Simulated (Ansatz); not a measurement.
# BBrCl2 (bromodichloroborane) at 6 levels

We compute a comparison of 6 runs (HF/STO-3G, HF/3-21G, HF/def2-SVP, wB97X/6-31G, B3LYP/6-31G*, RPA/def2-SVPD) of BBrCl2 (bromodichloroborane). 

The results are computed with Ansatz 0.2.0.

8 further runs of the same task are left out: 2 for a known fault of the program, 1 that didn't finish, 5 set aside as unsound or not needed.

### 1 The structure to begin with

The species is BBrCl2 (4 atoms), meant as a singlet with charge 0. As SMILES, `ClB(Cl)Br`. Geometry: relaxed at PBE0-D4/def2-TZVP.

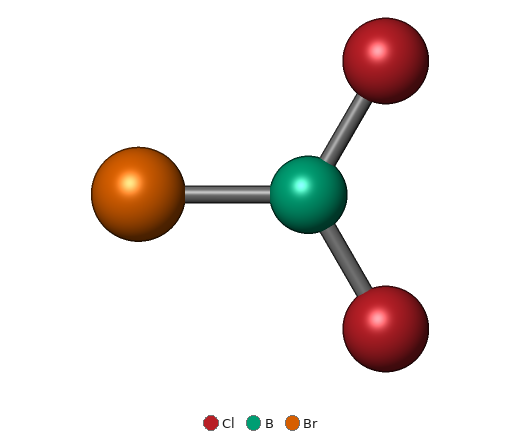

The structure, seen from a chosen angle (chlorine red, boron teal, bromine orange).

### 2 Energy and gradient at HF/STO-3G (run 1)

Contents of input.yaml:

```yaml
crystal:
  periodic: [false, false, false]
  atoms:
    - {symbol: Cl, position_ang: [0.582100, 0.666000, 1.510800]}
    - {symbol: B, position_ang: [0.037200, -0.038100, 0.022100]}
    - {symbol: Cl, position_ang: [0.444300, -1.679200, -0.365600]}
    - {symbol: Br, position_ang: [-1.008100, 0.991100, -1.187600]}
basis:
  gaussian: {orbitals: STO-3G}
hamiltonian: {xc: hf}
accuracy: high
output: {forces: true, orbitals: {seedname: orbitals}}
```

Command:

```
ansatz run input.yaml --threads 1 --pin off --max-ram 2610MiB --events-out events.jsonl --progress --plain --runs-dir runs
```

Standard output:

```text
Warning: RAYON_NUM_THREADS=1 ignored (pool sized by the plan → 1); use --threads N
Functional definition: HF
  name "HF"
  exchange = exact_x
  correlation = 0
680 factors; integrals over basis functions are off by at most 1.3e-8 eV
mean field evaluation 1: about -94646.0266 eV, gradient 3.0e1 eV
mean field evaluation 2: about -94646.0960 eV, gradient 3.0e1 eV
mean field evaluation 4: about -94649.8615 eV, gradient 1.1e0 eV
mean field evaluation 8: about -94649.8666 eV, gradient 7.8e-6 eV
mean field -94649.86656154 eV, -3478.3184401528 hartree, gradient 5.2e-9 eV, S^2 0.000000; 0 other end points of the search recorded, 0 dependent functions left out
the calculation of the forces begins
reference -94649.86656154 eV, -3478.3184401528 hartree; 37, 37 occupied and 4, 4 virtual orbitals, 680 factors
Total energy: -94649.86656154 eV, -3478.3184401528 hartree
Atom 0 at     0.582100     0.666000     1.510800 Å, force     0.498201     0.486681     1.253415 eV/Å
Atom 1 at     0.037200    -0.038100     0.022100 Å, force    -1.299698     1.278342    -1.507095 eV/Å
Atom 2 at     0.444300    -1.679200    -0.365600 Å, force     0.388980    -1.358566    -0.224436 eV/Å
Atom 3 at    -1.008100     0.991100    -1.187600 Å, force     0.412517    -0.406457     0.478117 eV/Å
Dipole moment:    -0.080892     0.079606    -0.093374 e Å
```

It took 1 s on 1 thread of Arm Neoverse V2, shared host.

### 3 Energy and forces at HF/3-21G (run 2)

Contents of in.yaml:

```yaml
crystal:
  periodic: [false, false, false]
  atoms:
    - symbol: Cl
      position_ang: [0.582100, 0.666000, 1.510800]
    - symbol: B
      position_ang: [0.037200, -0.038100, 0.022100]
    - symbol: Cl
      position_ang: [0.444300, -1.679200, -0.365600]
    - symbol: Br
      position_ang: [-1.008100, 0.991100, -1.187600]
basis:
  gaussian:
    orbitals: 3-21G-spherical.json
accuracy: high
hamiltonian:
  xc: hf
output: {forces: true, orbitals: {seedname: orbitals}}
```

The basis set 3-21G is read from a file made from the Basis Set Exchange's data (not shown).

Command:

```
ansatz run in.yaml --threads 1 --pin off --max-ram 2610MiB --events-out events.jsonl --progress --plain --runs-dir runs
```

Standard output, cut to the lines that bear on the results:

```text
Warning: RAYON_NUM_THREADS=1 ignored (pool sized by the plan → 1); use --threads N
[... 2 set-up lines as earlier in the session ...]
[...]
1090 factors; integrals over basis functions are off by at most 7.9e-9 eV
[...]
mean field -95220.17689406 eV, -3499.2769583028 hartree, gradient 2.6e-8 eV, S^2 0.000000; 0 other end points of the search recorded, 0 dependent functions left out
[...]
reference -95220.17689406 eV, -3499.2769583028 hartree; 37, 37 occupied and 20, 20 virtual orbitals, 1090 factors
Total energy: -95220.17689406 eV, -3499.2769583028 hartree
Atom 0 at     0.582100     0.666000     1.510800 Å, force     0.351315     0.434715     0.947493 eV/Å
Atom 1 at     0.037200    -0.038100     0.022100 Å, force    -0.274093     0.269351    -0.319839 eV/Å
Atom 2 at     0.444300    -1.679200    -0.365600 Å, force     0.264161    -1.039894    -0.233280 eV/Å
Atom 3 at    -1.008100     0.991100    -1.187600 Å, force    -0.341384     0.335829    -0.394374 eV/Å
Dipole moment:    -0.068234     0.067190    -0.078784 e Å
```

It took 1.5 s on 1 thread of Arm Neoverse V2, shared host.

Run 3 isn't shown in full; the table further down has it.

### 4 Energy and gradient at wB97X/6-31G (run 4)

Contents of molecule.yaml:

```yaml
crystal:
  periodic: [false, false, false]
  atoms:
    - {symbol: Cl, position_ang: [0.582100, 0.666000, 1.510800]}
    - {symbol: B, position_ang: [0.037200, -0.038100, 0.022100]}
    - {symbol: Cl, position_ang: [0.444300, -1.679200, -0.365600]}
    - {symbol: Br, position_ang: [-1.008100, 0.991100, -1.187600]}
basis:
  gaussian: {orbitals: 6-31G-spherical.json}
hamiltonian: {xc: {name: wB97X}}
accuracy: high
output: {forces: true, orbitals: {seedname: orbitals}}
```

The basis set 6-31G is read from a file made from the Basis Set Exchange's data (not shown).

Command:

```
ansatz run molecule.yaml --threads 1 --pin off --max-ram 2610MiB --events-out events.jsonl --progress --plain --runs-dir runs
```

Standard output, cut to the lines that bear on the results:

```text
Warning: RAYON_NUM_THREADS=1 ignored (pool sized by the plan → 1); use --threads N
Functional definition: wB97X
  name "wB97X"
[...]
      + exact_x_lr(omega)
[...]
      + integral(e_c_pw_opposite_spin*poly(b97_u_opposite, 1, cos1, cos2, cos3, cos4))
1216 factors; integrals over basis functions are off by at most 5.6e-9 eV
286 factors; integrals over basis functions are off by at most 1.7e-9 eV
[...]
mean field -95758.67949950 eV, -3519.0665640423 hartree, gradient 2.1e-8 eV, S^2 0.000000; 0 other end points of the search recorded, 0 dependent functions left out
[...]
reference -95758.67949733 eV, -3519.0665639627 hartree; 37, 37 occupied and 25, 25 virtual orbitals, 1216 factors
Total energy: -95758.67949733 eV, -3519.0665639627 hartree
Atom 0 at     0.582100     0.666000     1.510800 Å, force     0.344904     0.442273     0.940837 eV/Å
Atom 1 at     0.037200    -0.038100     0.022100 Å, force    -0.346302     0.340167    -0.403306 eV/Å
Atom 2 at     0.444300    -1.679200    -0.365600 Å, force     0.257563    -1.034401    -0.241709 eV/Å
Atom 3 at    -1.008100     0.991100    -1.187600 Å, force    -0.256166     0.251961    -0.295822 eV/Å
Dipole moment:    -0.030495     0.030056    -0.035154 e Å
```

Run time: 22 s. Hardware: 1 thread of Arm Neoverse V2, shared host; peak memory 0.37 GiB.

Run 5 isn't shown in full; the table further down has it.

### 5 The energy at RPA/def2-SVPD (run 6)

input.yaml, as its differences from that of step 2:

```diff
@@ -8,5 +8,12 @@
 basis:
-  gaussian: {orbitals: STO-3G}
-hamiltonian: {xc: hf}
-accuracy: high
-output: {forces: true, orbitals: {seedname: orbitals}}
+  gaussian:
+    orbitals: def2-SVPD
+    final_grid:
+      core_spheres: 20
+      valence_spheres: 16
+      degree: 47
+    symmetry_tolerance_ang: 0.01
+correlation:
+  method: rpa
+hamiltonian:
+  xc: hf
```

Command:

```
ansatz run input.yaml --threads 1 --pin off --max-ram 2610MiB --events-out events.jsonl --progress --plain --runs-dir runs
```

Standard output:

```text
Warning: RAYON_NUM_THREADS=1 ignored (pool sized by the plan → 1); use --threads N
[... 4 set-up lines as earlier in the session ...]
1082 factors; integrals over basis functions are off by at most 9.3e-4 eV
mean field evaluation 1: about -95663.0344 eV, gradient 2.0e1 eV
mean field evaluation 2: about -95663.1868 eV, gradient 2.0e1 eV
mean field evaluation 4: about -95664.5783 eV, gradient 2.1e0 eV
mean field evaluation 8: about -95664.6112 eV, gradient 1.3e-1 eV
mean field -95664.61133050 eV, -3515.6096225935 hartree, gradient 2.5e-6 eV, S^2 0.000000; 0 other end points of the search recorded, 0 dependent functions left out
20 core orbitals not correlated: weight in the atoms' cores, before any rotation towards them, 1.000 or more for the frozen orbitals, at most 0.000 for the correlated occupied ones
reference -95664.61133050 eV, -3515.6096225935 hartree; 17, 17 occupied and 78, 78 virtual orbitals, 1082 factors
Total energy: -95682.56016301 eV, -3516.2692300219 hartree
```

It took 4.2 s on 1 thread of Arm Neoverse V2, shared host.

### 6 Overview of the runs

```tsv
run	level	Cartesian functions	task	energy (Eh)	dipole moment (D)	HOMO energy (eV)	LUMO energy (eV)	wall time
1	HF/STO-3G	no	gradient	-3478.318440	0.71	-9.78	4.65	1 s
2	HF/3-21G	no	gradient	-3499.276958	0.60	-11.86	1.54	1.5 s
3	HF/def2-SVP	no	gradient	-3515.596681	0.12	-11.62	2.20	3.6 s
4	wB97X/6-31G	no	gradient	-3519.066564	0.27	-11.21	0.12	22 s
5	B3LYP/6-31G* (Cartesian functions)	yes	gradient	-3519.241143	0.01	-8.33	-1.93	12 s
6	RPA/def2-SVPD	no	energy	-3516.269230	–	–	–	4.2 s
```

### 7 Results

| quantity | value |
| --- | --- |
| run 6: total energy | -3516.26923 Eh |
| run 6: RPA correlation energy (valence) | -659.6 mEh |

Over runs 1, 2, 3, 4, 5 the dipole moment (its size) runs from 0.01 D (B3LYP/6-31G*) to 0.71 D (HF/STO-3G). The two ends differ in method and basis. Over runs 1, 2, 3, 4, 5 the HOMO–LUMO gap runs from 6.40 eV (B3LYP/6-31G*) to 14.44 eV (HF/STO-3G). Totals of different functionals can't be ranked against each other. In run 1 the basis is minimal, so the values are rough. All runs together took 44 s, the longest 22 s.
